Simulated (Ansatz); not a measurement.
# C₂H₅ClO₂Si: basis-set convergence

How large a basis does C₂H₅ClO₂Si need? Two functionals are run in growing sets.

Computed with Ansatz 0.2.0, Gaussian basis. Level: one geometry, several basis sets.

Plan: PBE0-D4/def2-SVP; ωB97M-V/def2-SVP; PBE0-D4/def2-QZVPP; ωB97M-V/def2-QZVPP; the functionals' def2-TZVPP values are taken from earlier runs.

## 1. The geometry

The geometry comes from an earlier relaxation with PBE0-D4 in a triple-zeta def2 set; it is a stationary point, not always the lowest conformer.

SMILES `CC(=O)O[SiH2]Cl`, 11 atoms, charge 0, spin multiplicity 1.

Atoms are counted from 1 here; the program's logs count them from 0.

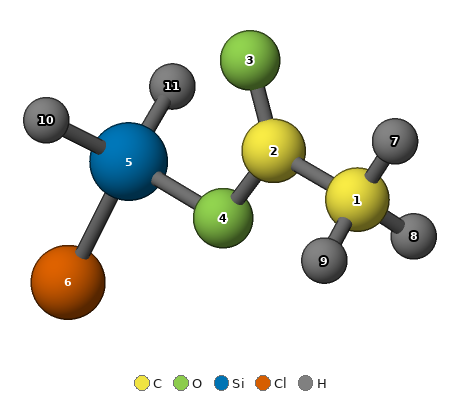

The geometry (carbon yellow, oxygen green, silicon blue, chlorine orange, hydrogen grey); atoms are numbered from 1 in the order of the file.

## 2. PBE0-D4 in def2-SVP

in.yaml

```yaml
crystal:
  periodic: [false, false, false]
  atoms:
    - {symbol: C, position_ang: [0.133044, -1.981740, -0.127203]}
    - {symbol: C, position_ang: [0.396684, -0.517733, -0.224929]}
    - {symbol: O, position_ang: [1.363861, -0.004786, -0.731956]}
    - {symbol: O, position_ang: [-0.568373, 0.238522, 0.319786]}
    - {symbol: Si, position_ang: [-0.252530, 1.893014, 0.199661]}
    - {symbol: Cl, position_ang: [-1.876407, 2.746553, 1.103543]}
    - {symbol: H, position_ang: [0.948889, -2.537092, -0.582213]}
    - {symbol: H, position_ang: [-0.809615, -2.216179, -0.625623]}
    - {symbol: H, position_ang: [0.021225, -2.262796, 0.921808]}
    - {symbol: H, position_ang: [0.944264, 2.259301, 0.975359]}
    - {symbol: H, position_ang: [-0.235643, 2.325937, -1.207634]}
basis:
  gaussian: {orbitals: def2-SVP}
hamiltonian: {xc: pbe0, dispersion: d4}
output: {orbitals: {seedname: orbitals}}
```

Started as:

```bash
ansatz run in.yaml --threads 4 --pin off --events-out ev --progress --plain --max-ram 10444MiB
```

The log of the run:

```text
Functional definition: PBE0
  name "PBE0"
  cite "Adamo & Barone, J. Chem. Phys. 110, 6158 (1999) doi:10.1063/1.478522"
  cite "Perdew, Burke & Ernzerhof, Phys. Rev. Lett. 77, 3865 (1996) doi:10.1103/PhysRevLett.77.3865"
  parent pbe
  parameter a = 0.25
  parameter kappa = 0.804
  parameter beta = 0.06672455060314922
  exchange = (1 - a)*pbe_x(kappa = kappa, mu = beta*pi^2/3) + a*exact_x
  correlation = pbe_c(beta = beta)
1130 factors; integrals over basis functions are off by at most 1.2e-3 eV
mean field evaluation 1: about -26621.3563 eV, gradient 5.5e1 eV
mean field evaluation 2: about -26617.3294 eV, gradient 7.2e1 eV
mean field evaluation 4: about -26626.9925 eV, gradient 3.6e0 eV
mean field evaluation 8: about -26627.2301 eV, gradient 8.0e-1 eV
mean field evaluation 16: about -26627.2316 eV, gradient 1.1e-4 eV
mean field -26627.23163353 eV, -978.5327139463 hartree, gradient 3.8e-5 eV, S^2 0.000000; 0 other end points of the search recorded, 0 dependent functions left out
reference -26627.23166037 eV, -978.5327149326 hartree; 32, 32 occupied and 85, 85 virtual orbitals, 1130 factors
Total energy: -26627.44895339 eV, -978.5407003040 hartree
```

Run time: 1.4 s. Hardware: 4 threads of Arm Neoverse V2, shared host; peak memory 0.25 GiB.

## 3. ωB97M-V in def2-SVP

Edit in.yaml of step 2 so:

```diff
@@ -16,3 +16,3 @@
   gaussian: {orbitals: def2-SVP}
-hamiltonian: {xc: pbe0, dispersion: d4}
+hamiltonian: {xc: {name: wB97M-V}}
 output: {orbitals: {seedname: orbitals}}
```

Launched as before.

The log of the run, cut to the lines that bear on the results:

```text
Functional definition: wB97M-V
  name "wB97M-V"
  cite "Mardirossian & Head-Gordon, J. Chem. Phys. 144, 214110 (2016) doi:10.1063/1.4952647"
  cite "Becke, J. Chem. Phys. 107, 8554 (1997) doi:10.1063/1.475007"
  cite "Vydrov & Van Voorhis, J. Chem. Phys. 133, 244103 (2010) doi:10.1063/1.3521275"
  # Of w^i u^j: cxij and so on, Table III.
[...]
  gx(w, u) = 1 - cx + cx01*u + cx10*w
  gss(w, u) = css00 + css04*u^4 + css10*w + css20*w^2 + css43*w^4*u^3
  gos(w, u) = cos00 + cos10*w + (cos20 + cos21*u)*w^2 + (cos60 + cos61*u)*w^6
[...]
      + integral(e_c_pw_mod_opposite_spin*gos(b97_w_opposite, b97_u_opposite)) + vv10(b, c)
1130 factors; integrals over basis functions are off by at most 1.2e-3 eV
307 factors; integrals over basis functions are off by at most 7.7e-6 eV
[...]
mean field -26638.20680529 eV, -978.9360440693 hartree, gradient 4.4e-5 eV, S^2 0.000000; 0 other end points of the search recorded, 0 dependent functions left out
reference -26638.20684638 eV, -978.9360455792 hartree; 32, 32 occupied and 85, 85 virtual orbitals, 1130 factors
Total energy: -26638.20684638 eV, -978.9360455792 hartree
```

It took 6 s on 4 threads of Arm Neoverse V2, shared host; peak memory 0.38 GiB.

## 4. PBE0-D4 in def2-QZVPP

Edit in.yaml of step 3 so:

```diff
@@ -15,4 +15,4 @@
 basis:
-  gaussian: {orbitals: def2-SVP}
-hamiltonian: {xc: {name: wB97M-V}}
+  gaussian: {orbitals: "def2-QZVPP.json"}
+hamiltonian: {xc: pbe0, dispersion: d4}
 output: {orbitals: {seedname: orbitals}}
```

Same command.

The log of the run:

```text
Functional definition: PBE0
  name "PBE0"
  cite "Adamo & Barone, J. Chem. Phys. 110, 6158 (1999) doi:10.1063/1.478522"
  cite "Perdew, Burke & Ernzerhof, Phys. Rev. Lett. 77, 3865 (1996) doi:10.1103/PhysRevLett.77.3865"
  parent pbe
  parameter a = 0.25
  parameter kappa = 0.804
  parameter beta = 0.06672455060314922
  exchange = (1 - a)*pbe_x(kappa = kappa, mu = beta*pi^2/3) + a*exact_x
  correlation = pbe_c(beta = beta)
1759 factors; their error is unknown
mean field evaluation 1: about -26635.3257 eV, gradient 6.5e1 eV
mean field evaluation 2: about -26630.9625 eV, gradient 8.1e1 eV
mean field evaluation 4: about -26642.6276 eV, gradient 4.8e0 eV
mean field evaluation 8: about -26642.6676 eV, gradient 3.6e-1 eV
mean field evaluation 16: about -26642.6901 eV, gradient 1.1e-4 eV
mean field -26642.69006439 eV, -979.1008008024 hartree, gradient 3.3e-5 eV, S^2 0.000000; 0 other end points of the search recorded, 0 dependent functions left out
reference -26642.69010449 eV, -979.1008022760 hartree; 32, 32 occupied and 486, 486 virtual orbitals, 1759 factors
Total energy: -26642.90739752 eV, -979.1087876475 hartree
```

It took 12 s on 4 threads of Arm Neoverse V2, shared host; peak memory 2.2 GiB.

## 5. ωB97M-V in def2-QZVPP

Edit in.yaml of step 4 so:

```diff
@@ -16,3 +16,3 @@
   gaussian: {orbitals: "def2-QZVPP.json"}
-hamiltonian: {xc: pbe0, dispersion: d4}
+hamiltonian: {xc: {name: wB97M-V}}
 output: {orbitals: {seedname: orbitals}}
```

Same command.

The log of the run, cut to the lines that bear on the results:

```text
Functional definition: wB97M-V
  name "wB97M-V"
  cite "Mardirossian & Head-Gordon, J. Chem. Phys. 144, 214110 (2016) doi:10.1063/1.4952647"
  cite "Becke, J. Chem. Phys. 107, 8554 (1997) doi:10.1063/1.475007"
  cite "Vydrov & Van Voorhis, J. Chem. Phys. 133, 244103 (2010) doi:10.1063/1.3521275"
  # Of w^i u^j: cxij and so on, Table III.
[...]
  gx(w, u) = 1 - cx + cx01*u + cx10*w
  gss(w, u) = css00 + css04*u^4 + css10*w + css20*w^2 + css43*w^4*u^3
  gos(w, u) = cos00 + cos10*w + (cos20 + cos21*u)*w^2 + (cos60 + cos61*u)*w^6
[...]
      + integral(e_c_pw_mod_opposite_spin*gos(b97_w_opposite, b97_u_opposite)) + vv10(b, c)
1723 factors; their error is unknown
391 factors; integrals over basis functions are off by at most 2.3e-5 eV
[...]
mean field -26653.79744287 eV, -979.5089894327 hartree, gradient 6.8e-5 eV, S^2 0.000000; 0 other end points of the search recorded, 0 dependent functions left out
reference -26653.79750767 eV, -979.5089918142 hartree; 32, 32 occupied and 486, 486 virtual orbitals, 1723 factors
Total energy: -26653.79750767 eV, -979.5089918142 hartree
```

Wall time 25 s (4 threads of Arm Neoverse V2, shared host); peak memory 2.6 GiB.

## 6. Density functionals: the series

The def2-TZVPP values come from earlier runs at the same geometry.

| functional | basis | functions | energy (eV) | from the largest (eV) | HOMO (eV) | LUMO (eV) |
| --- | --- | --- | --- | --- | --- | --- |
| PBE0-D4 | def2-SVP | 117 | -26627.4490 | 15.458 | -8.44 | -0.18 |
| PBE0-D4 | def2-TZVPP | 278 | -26641.9249 | 0.983 | -8.51 | -0.31 |
| PBE0-D4 | def2-QZVPP | 518 | -26642.9074 | 0.000 | -8.55 | -0.37 |
| ωB97M-V | def2-SVP | 117 | -26638.2068 | 15.591 | -10.82 | 2.17 |
| ωB97M-V | def2-TZVPP | 278 | -26652.8718 | 0.926 | -10.93 | 1.97 |
| ωB97M-V | def2-QZVPP | 518 | -26653.7975 | 0.000 | -10.96 | 1.40 |

## 7. Outcome

| quantity | value |
| --- | --- |
| PBE0-D4: double and triple zeta above quadruple | 15.46, 0.98 eV |
| ωB97M-V: double and triple zeta above quadruple | 15.59, 0.93 eV |

In words: For PBE0-D4 the step from double to triple zeta gains 14.48 eV and the next only 0.98 eV. These are total energies; as a rule much of such shifts cancels in differences, which this series doesn't test. The LUMO of ωB97M-V is positive and keeps falling with the basis (2.17 to 1.40 eV): an unbound level that the basis holds in place.

For PBE0-D4 the largest set took about 9 times as long as the smallest (12 s against 1.4 s).
